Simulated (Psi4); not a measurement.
# A workflow on SiNH4O2 (SMILES N[Si](O)O)

Aim: a series of 8 runs (UBP86/def2-SVP) of H4NO2Si. 

The results are computed with Psi4 1.11.

## 1. Starting point

SiNH4O2 has 8 atoms, charge 0, and is taken as a doublet. As SMILES, `N[Si](O)O`. The coordinates come from a PBE0-D4/def2-TZVP relaxation. This is one conformer, not always the lowest.

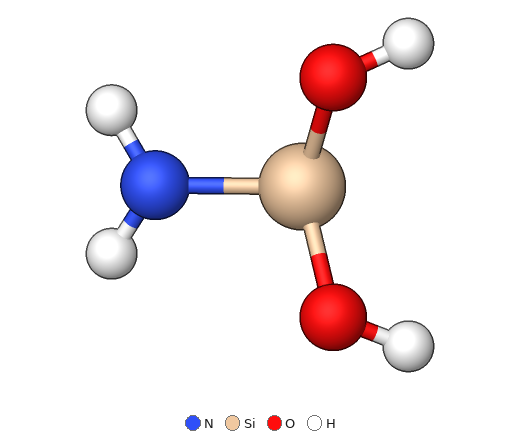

Viewed from a chosen angle; nitrogen blue, silicon light orange, oxygen red, hydrogen white.

## 2. A single-point energy at UBP86/def2-SVP (density fitting) (run 1)

File input.in:

```
memory 1600 mb

molecule {
  0 2
  N     -0.498000     1.267000     0.129300
  Si     0.096000    -0.243600    -0.376000
  O      1.641600    -0.288300     0.202600
  O     -0.956500    -1.334700     0.277900
  H      0.071200     2.094000     0.065100
  H     -1.483600     1.467400     0.110500
  H      2.250900    -0.848000    -0.280900
  H     -1.029400    -2.171000    -0.184200
  symmetry c1
}

set reference uks

E, wfn = energy('bp86/def2-SVP', return_wfn=True)
```

Run with:

```bash
$ psi4 input.in input.out -n 1
```

input.out:

```text
[...]
  Running in c1 symmetry.
[...]
  Nuclear repulsion =  176.842405236821378
[...]
  Multiplicity = 2
[...]
  Nalpha       = 21
  Nbeta        = 20
[...]
    Number of basis functions: 80
[...]
   @DF-UKS iter   1:  -496.31682694993845    1.86224e-01   1.55433e-02 DIIS/ADIIS
[...]
   @DF-UKS iter   9:  -496.93673340286642   -4.66773e-08   6.89621e-07 DIIS
[...]
   @S^2 Observed:                7.513202495E-01
[...]
    Orbital Energies [Eh]
    ---------------------
    Alpha Occupied:
       1A    -65.475512     2A    -18.770589     3A    -18.770521
       4A    -13.989304     5A     -5.080671     6A     -3.496357
       7A     -3.495955     8A     -3.494594     9A     -0.906103
      10A     -0.889622    11A     -0.760080    12A     -0.509136
      13A     -0.465865    14A     -0.424521    15A     -0.385905
      16A     -0.351962    17A     -0.307647    18A     -0.295137
      19A     -0.260090    20A     -0.233513    21A     -0.140343
    Alpha Virtual:
      22A      0.032035    23A      0.043439    24A      0.048574
      25A      0.107003    26A      0.111136    27A      0.119063
[...]
  @DF-UKS Final Energy:  -496.93673340286642
   => Energetics <=
    Nuclear Repulsion Energy =            176.8424052368213779
    One-Electron Energy =               -1037.4991056404023766
    Two-Electron Energy =                 410.3655966215239914
    DFT Exchange-Correlation Energy =     -46.6456296208094301
    Empirical Dispersion Energy =           0.0000000000000000
    VV10 Nonlocal Energy =                  0.0000000000000000
    Total Energy =                       -496.9367334028664231
[...]
 Multipole Moments:
 ------------------------------------------------------------------------------------
     Multipole            Electronic (a.u.)      Nuclear  (a.u.)        Total (a.u.)
 ------------------------------------------------------------------------------------
 L = 1.  Multiply by 2.5417464519 to convert [e a0] to [Debye]
 Dipole X            :          0.5225239           -0.4859257            0.0365983
 Dipole Y            :         -1.3267499            1.1934166           -0.1333334
 Dipole Z            :         -0.4080795           -0.2139658           -0.6220453
 Magnitude           :                                                    0.6372265
[...]
```

Wall time 4.2 s (1 thread of AMD EPYC 9R45 (Zen 5), shared host); peak memory 0.54 GiB.

## 3. The distorted shape: a single-point energy at UBP86/def2-SVP (density fitting) (run 2)

File calc.in:

```
memory 1600 mb

molecule mol {
  0 2
  N
  Si 1 1.700022
  O 2 1.650956 1 104.30002
  O 2 1.651012 3 116.11081 1 -114.1127
  H 1 1.006002 2 120.91757 3 42.5952
  H 1 0.8551 5 112.9172 2 -154.61232
  H 3 0.958271 2 115.73713 4 91.98808
  H 4 0.958253 2 115.73861 3 -91.80463
  symmetry c1
}

set reference uks

set reference uhf
set stability_analysis follow
set max_attempts 5
energy('scf/def2-SVP')
set reference uks
set stability_analysis none
set guess read
set guess_mix false

energy_value, wavefunction = energy('bp86/def2-SVP', return_wfn=True)
```

Run with:

```bash
$ psi4 -n 1 calc.in calc.out
```

calc.out:

```text
[...]
  Running in c1 symmetry.
[...]
  Nuclear repulsion =  177.761684673644538
[...]
  Multiplicity = 2
[...]
  Nalpha       = 21
  Nbeta        = 20
[...]
    Number of basis functions: 80
[...]
   @DF-UHF iter   1:  -495.02293398589620   -6.95511e-01   8.59123e-03 ADIIS/DIIS
[...]
   @DF-UKS iter   8:  -496.90419465683863   -7.85604e-09   1.79003e-07 DIIS
[...]
   @S^2 Observed:                7.512958273E-01
[...]
    Orbital Energies [Eh]
    ---------------------
    Alpha Occupied:
       1A    -65.476246     2A    -18.771627     3A    -18.771247
       4A    -13.975635     5A     -5.081525     6A     -3.497230
       7A     -3.496813     8A     -3.495413     9A     -0.907052
      10A     -0.890459    11A     -0.784728    12A     -0.513776
      13A     -0.474923    14A     -0.436129    15A     -0.389637
      16A     -0.353140    17A     -0.308506    18A     -0.295924
      19A     -0.261074    20A     -0.235964    21A     -0.141794
    Alpha Virtual:
      22A      0.031648    23A      0.042145    24A      0.057496
      25A      0.108439    26A      0.114996    27A      0.139201
[...]
  @DF-UKS Final Energy:  -496.90419465683863
   => Energetics <=
    Nuclear Repulsion Energy =            177.7616846736444529
    One-Electron Energy =               -1039.1132653204799681
    Two-Electron Energy =                 411.1652743288433385
    DFT Exchange-Correlation Energy =     -46.7178883388464996
    Empirical Dispersion Energy =           0.0000000000000000
    VV10 Nonlocal Energy =                  0.0000000000000000
    Total Energy =                       -496.9041946568386265
[...]
 Multipole Moments:
 ------------------------------------------------------------------------------------
     Multipole            Electronic (a.u.)      Nuclear  (a.u.)        Total (a.u.)
 ------------------------------------------------------------------------------------
 L = 1.  Multiply by 2.5417464519 to convert [e a0] to [Debye]
 Dipole X            :          0.0469288           -0.5450407           -0.4981119
 Dipole Y            :          0.0585170            0.1718390            0.2303560
 Dipole Z            :          1.4516806           -1.0977561            0.3539245
 Magnitude           :                                                    0.6530252
[...]
```

It took 5.4 s on 1 thread of AMD EPYC 9R45 (Zen 5), shared host; peak memory 0.55 GiB.

## 4. The distorted shape: a single-point energy at UBP86/def2-SVP (density fitting) (run 3)

File job.dat:

```
memory 1600 MB

molecule {
  0 2
  N     -0.350194     1.236947     0.132119
  Si     0.243806    -0.273653    -0.373181
  O      1.789406    -0.318353     0.205419
  O     -0.808694    -1.364753     0.280719
  H      0.219006     2.063947     0.067919
  H     -1.483600     1.467400     0.110500
  H      2.398706    -0.878053    -0.278081
  H     -0.881594    -2.201053    -0.181381
  symmetry c1
}

set globals {
  basis def2-SVP
  reference uks
}

set reference uhf
set stability_analysis follow
set max_attempts 5
energy("scf")
set reference uks
set stability_analysis none
set guess read
set guess_mix false

result = energy("bp86")
```

Run with:

```bash
$ psi4 job.dat job.out -n 1
```

job.out:

```text
[...]
  Running in c1 symmetry.
[...]
  Nuclear repulsion =  176.107421709359869
[...]
  Multiplicity = 2
[...]
  Nalpha       = 21
  Nbeta        = 20
[...]
    Number of basis functions: 80
[...]
   @DF-UHF iter   1:  -495.03638379379510   -8.82602e-01   8.40722e-03 ADIIS/DIIS
[...]
   @DF-UKS iter   8:  -496.92579539286805   -9.07806e-09   5.74567e-07 DIIS
[...]
   @S^2 Observed:                7.513646940E-01
[...]
    Orbital Energies [Eh]
    ---------------------
    Alpha Occupied:
       1A    -65.475199     2A    -18.770389     3A    -18.769634
       4A    -13.999708     5A     -5.080262     6A     -3.495933
       7A     -3.495526     8A     -3.494223     9A     -0.905533
      10A     -0.889089    11A     -0.744325    12A     -0.506641
      13A     -0.460613    14A     -0.411137    15A     -0.380586
      16A     -0.350918    17A     -0.307080    18A     -0.294664
      19A     -0.259376    20A     -0.231575    21A     -0.139290
    Alpha Virtual:
      22A      0.018811    23A      0.034518    24A      0.045495
      25A      0.087270    26A      0.111230    27A      0.118280
[...]
  @DF-UKS Final Energy:  -496.92579539286805
   => Energetics <=
    Nuclear Repulsion Energy =            176.1074217093598691
    One-Electron Energy =               -1036.1275617679734751
    Two-Electron Energy =                 409.6849454269291755
    DFT Exchange-Correlation Energy =     -46.5906007611836088
    Empirical Dispersion Energy =           0.0000000000000000
    VV10 Nonlocal Energy =                  0.0000000000000000
    Total Energy =                       -496.9257953928680536
[...]
 Multipole Moments:
 ------------------------------------------------------------------------------------
     Multipole            Electronic (a.u.)      Nuclear  (a.u.)        Total (a.u.)
 ------------------------------------------------------------------------------------
 L = 1.  Multiply by 2.5417464519 to convert [e a0] to [Debye]
 Dipole X            :          0.6156594           -0.6172735           -0.0016141
 Dipole Y            :         -1.3401624            1.2201232           -0.1200393
 Dipole Z            :         -0.4022537           -0.2164709           -0.6187246
 Magnitude           :                                                    0.6302635
[...]
```

It took 5.4 s on 1 thread of AMD EPYC 9R45 (Zen 5), shared host; peak memory 0.54 GiB.

Runs 4 to 7 aren't shown in full; the table further down has their settings and results.

## 5. The distorted shape: a single-point energy at UBP86/def2-SVP (density fitting) (run 8)

File calc.inp:

```
memory 1600 mb

molecule system {
  0 2
  N
  Si 1 1.700022
  O 2 1.650956 1 104.30002
  O 2 1.651012 3 116.11081 1 -114.1127
  H 1 1.006002 2 120.91757 3 42.5952
  H 1 3.0178 5 112.91722 2 -154.61234
  H 3 0.958271 2 115.73713 4 91.98808
  H 4 0.958253 2 115.73861 3 -91.80463
  symmetry c1
}

set basis def2-SVP
set reference uks

set reference uhf
set stability_analysis follow
set max_attempts 5
energy("scf")
set reference uks
set stability_analysis none
set guess read
set guess_mix false

e, wfn = energy("bp86", return_wfn=True)
```

Run with:

```bash
$ psi4 -n 1 calc.inp calc.out
```

calc.out:

```text
[...]
  Running in c1 symmetry.
[...]
  Nuclear repulsion =  171.965087079410381
[...]
  Multiplicity = 2
[...]
  Nalpha       = 21
  Nbeta        = 20
[...]
    Number of basis functions: 80
[...]
   @DF-UHF iter   1:  -494.71730782823624   -9.59321e-01   9.91920e-03 DIIS/ADIIS
[...]
   @DF-UKS iter  12:  -496.77461512570665   -1.35658e-07   5.76902e-07 DIIS
[...]
   @S^2 Observed:                8.307109447E-01
[...]
    Orbital Energies [Eh]
    ---------------------
    Alpha Occupied:
       1A    -65.501174     2A    -18.803350     3A    -18.800766
       4A    -13.976176     5A     -5.107499     6A     -3.523244
       7A     -3.522316     8A     -3.520282     9A     -0.933386
      10A     -0.917162    11A     -0.699880    12A     -0.521176
      13A     -0.477193    14A     -0.385026    15A     -0.370114
      16A     -0.332462    17A     -0.317669    18A     -0.287364
      19A     -0.239241    20A     -0.225977    21A     -0.190754
    Alpha Virtual:
      22A     -0.142772    23A      0.015401    24A      0.031540
      25A      0.065297    26A      0.109630    27A      0.116929
[...]
  @DF-UKS Final Energy:  -496.77461512570665
   => Energetics <=
    Nuclear Repulsion Energy =            171.9650870794103810
    One-Electron Energy =               -1027.2464800195593853
    Two-Electron Energy =                 404.9907663680978658
    DFT Exchange-Correlation Energy =     -46.4839885536555641
    Empirical Dispersion Energy =           0.0000000000000000
    VV10 Nonlocal Energy =                  0.0000000000000000
    Total Energy =                       -496.7746151257066458
[...]
 Multipole Moments:
 ------------------------------------------------------------------------------------
     Multipole            Electronic (a.u.)      Nuclear  (a.u.)        Total (a.u.)
 ------------------------------------------------------------------------------------
 L = 1.  Multiply by 2.5417464519 to convert [e a0] to [Debye]
 Dipole X            :         -0.5781028           -0.1130663           -0.6911691
 Dipole Y            :         -1.9853234            1.7630437           -0.2222797
 Dipole Z            :          3.9840068           -2.0852294            1.8987774
 Magnitude           :                                                    2.0328498
[...]
```

Wall time 7.5 s (1 thread of AMD EPYC 9R45 (Zen 5), shared host); peak memory 0.53 GiB.

## 6. All runs side by side

| run | start | partner | energy (Eh) | dipole moment (D) | HOMO energy (eV) | LUMO energy (eV) | wall time |
| --- | --- | --- | --- | --- | --- | --- | --- |
| 1 | – | base | -496.936733 | 1.62 | -3.82 | -2.33 | 4.2 s |
| 2 | stable UHF solution | N1–H6 0.86 Å | -496.904195 | 1.66 | -3.86 | -2.36 | 5.4 s |
| 3 | stable UHF solution | N1–H6 1.16 Å | -496.925795 | 1.60 | -3.79 | -2.32 | 5.4 s |
| 4 | stable UHF solution | N1–H6 1.31 Å | -496.899094 | 1.60 | -3.78 | -2.33 | 6.3 s |
| 5 | stable UHF solution | N1–H6 1.51 Å | -496.858191 | 1.65 | -3.80 | -2.48 | 6.6 s |
| 6 | stable UHF solution | N1–H6 1.81 Å | -496.807166 | 2.58 | -4.09 | -3.63 | 8.4 s |
| 7 | stable UHF solution | N1–H6 2.21 Å | -496.779740 | 5.13 | -4.46 | -4.04 | 8.4 s |
| 8 | stable UHF solution | N1–H6 3.02 Å | -496.774615 | 5.17 | -5.12 | -3.98 | 7.5 s |

## 7. What came out

| quantity | value |
| --- | --- |
| distorted shape, run 8: total energy | -496.77462 Eh |
| distorted shape, run 8: dipole moment | 5.17 D |
| distorted shape, run 8: HOMO energy (highest over α and β) | -5.12 eV |
| distorted shape, run 8: LUMO energy (lowest over α and β) | -3.98 eV |
| distorted shape, run 8: ⟨S²⟩ | 0.831 |
| energy change with the N1–H6 bond stretched from 1.006 to 1.157 Å | 0.298 eV |
| energy change with the N1–H6 bond stretched from 1.006 to 1.308 Å | 1.024 eV |
| energy change with the N1–H6 bond stretched from 1.006 to 2.213 Å | 4.272 eV |
| energy change with the N1–H6 bond shortened from 1.006 to 0.855 Å | 0.885 eV |
| energy change with the N1–H6 bond stretched from 1.006 to 1.811 Å | 3.526 eV |
| energy change with the N1–H6 bond stretched from 1.006 to 1.509 Å | 2.137 eV |
| energy change with the N1–H6 bond stretched from 1.006 to 3.018 Å | 4.411 eV |

In words: With the N1–H6 bond stretched from 1.006 to 1.157 Å the energy rises by 0.30 eV (28.7 kJ/mol). The first shape isn't relaxed at this level, so the change isn't measured from a minimum. With the N1–H6 bond stretched from 1.006 to 1.308 Å the energy rises by 1.02 eV (99 kJ/mol). With the N1–H6 bond stretched from 1.006 to 2.213 Å the energy rises by 4.27 eV (99 kcal/mol). With the N1–H6 bond shortened from 1.006 to 0.855 Å the energy rises by 0.89 eV (85.4 kJ/mol). With the N1–H6 bond stretched from 1.006 to 1.811 Å the energy rises by 3.53 eV (81 kcal/mol). With the N1–H6 bond stretched from 1.006 to 1.509 Å the energy rises by 2.14 eV (206 kJ/mol). The lowest energy is that of run 1; the highest lies 4.411 eV above it. All runs together took 52 s, the longest 8.4 s.
